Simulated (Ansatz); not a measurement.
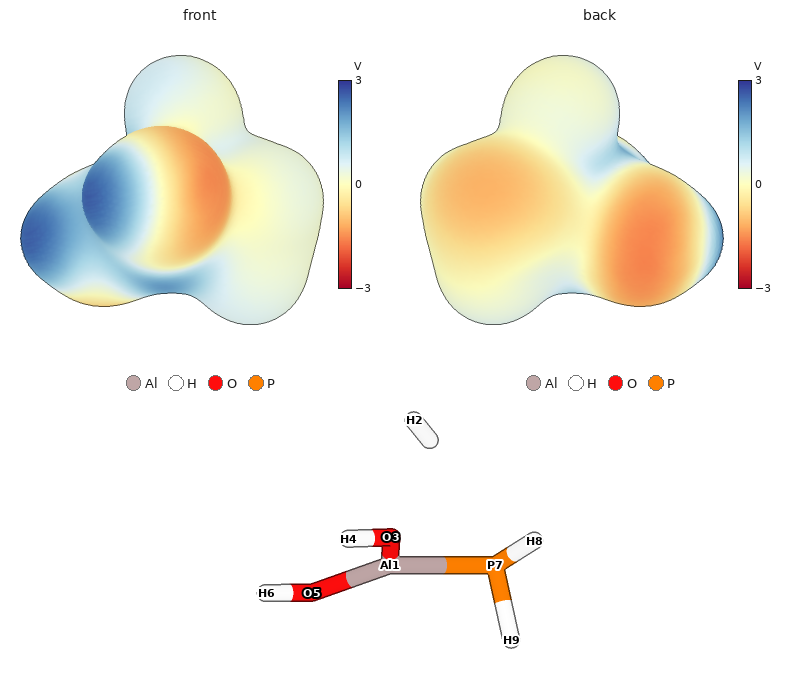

*AlH₄O₂P···H₂. The molecular electrostatic potential painted on the density surface at 0.002 e/bohr³, seen from the front and from behind; the colour scale runs from red (negative) to blue (positive). The bare structure is drawn below in the same view.*

Not at a stationary point (largest force 1.6 eV/Å).

Theory: RKS PBE/6-31G* (Ansatz 0.2.0).

Input

```
crystal:
  periodic: [false, false, false]
  atoms:
    - { symbol: Al, position_ang: [0.0, 0.0, 0.0] }
    - { symbol: H, position_ang: [0.0, 0.0, 1.91] }
    - { symbol: O, position_ang: [1.5415, 0.0, -0.89] }
    - { symbol: H, position_ang: [1.8414, -0.9519, -1.0449] }
    - { symbol: O, position_ang: [-1.5415, 0.0, -0.89] }
    - { symbol: H, position_ang: [-2.0512, -0.8467, -0.6815] }
    - { symbol: P, position_ang: [0.1156, 2.4456, 0.8135] }
    - { symbol: H, position_ang: [0.6761, 2.4854, 2.1176] }
    - { symbol: H, position_ang: [0.927, 3.2022, -0.0729] }
    - { symbol: H, position_ang: [0.0462, 0.9762, 1.965] }
basis:
  gaussian: { orbitals: "6-31G*" }
hamiltonian:
  xc: pbe
relax:
  f_tol: 0.15
  max_steps: 25
  restrain:
    - { distance: [0, 6], at: 2.28, k: 30.0 }
    - { distance: [9, 1], at: 0.66, k: 30.0 }
    - { distance: [0, 1], at: 2.76, k: 30.0 }
    - { distance: [9, 6], at: 2.62, k: 30.0 }
output:
  orbitals: {}
```

Command:

```sh
ansatz run input.yaml --threads 1 --pin off --max-ram 2048MiB --backend cpu --events-out ev --progress --plain --runs-dir out
```

The fields are those of the run's last geometry, not of the input's.

Q: Where is the surface potential most negative and most positive?

A: The most negative region (about −1.6 V) lies over O3 and O5, the most positive (about +2.5 V) over H4 and H6.
